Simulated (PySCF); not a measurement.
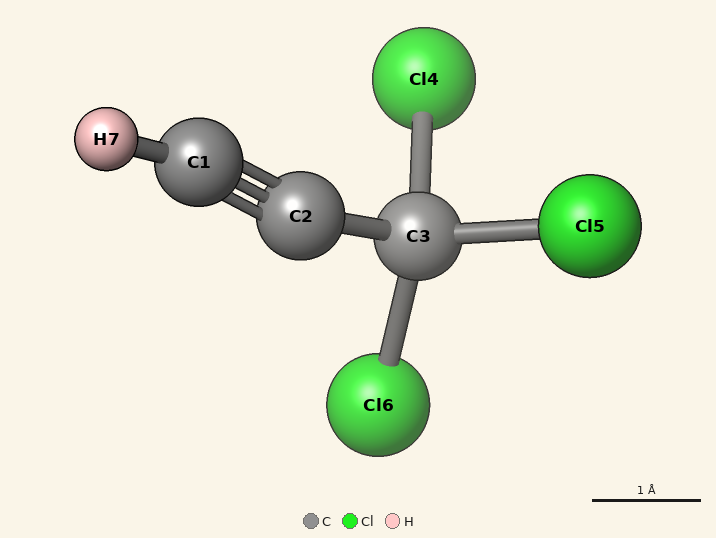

Orthographic view. Atoms fade into the background with distance from the viewer. Geometry: a frame of a GFN2-xTB molecular-dynamics simulation, not a minimum.

Write a MOL file (V2000) with the atoms in numerical order, bonds sorted by atom number with the orders drawn, and coordinates in the frame of the picture: x right, y up, z towards the viewer, origin at the mean position.

```
C3HCl3
                    3D

  7  6  0  0  0  0  0  0  0  0999 V2000
   -1.3600    0.4400    1.0300 C   0  0  0  0  0  0  0  0  0  0  0  0
   -0.4100   -0.0600    0.4700 C   0  0  0  0  0  0  0  0  0  0  0  0
    0.6800   -0.2500   -0.4200 C   0  0  0  0  0  0  0  0  0  0  0  0
    0.7300    1.2100   -1.6300 Cl  0  0  0  0  0  0  0  0  0  0  0  0
    2.2800   -0.1600    0.2500 Cl  0  0  0  0  0  0  0  0  0  0  0  0
    0.3100   -1.8200   -1.2700 Cl  0  0  0  0  0  0  0  0  0  0  0  0
   -2.2200    0.6500    1.5800 H   0  0  0  0  0  0  0  0  0  0  0  0
  1  2  3  0
  1  7  1  0
  2  3  1  0
  3  4  1  0
  3  5  1  0
  3  6  1  0
M  END
```
